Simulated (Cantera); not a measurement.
A closed system holds: 1 mol C₆H₆, 0.54 mol CO₂, 1.6 mol H₂, at 3.20 bar.

These are equilibrium values from Cantera (NASA tables, ideal gas, pure condensed phases), not measurements of a reactor. Candidate condensed phases: C, C₆H₆, C₇H₈, C₈H₁₈, H₂O; 110 gas species. Equilibrium is a limit: real reactors are often held back by kinetics, nucleation or transport.

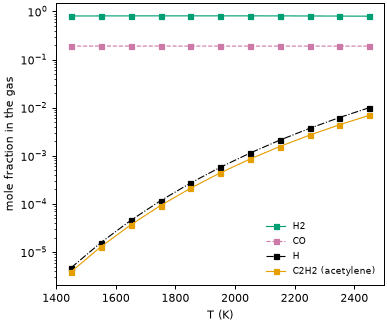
Figure. Equilibrium gas composition (values under 1e-9 drawn at 1e-9)

Question: Read off the mole fractions at 1850 K.

Answer: H₂ about 0.81, CO about 0.19, H about 0.00027, C₂H₂ (acetylene) about 0.00021.
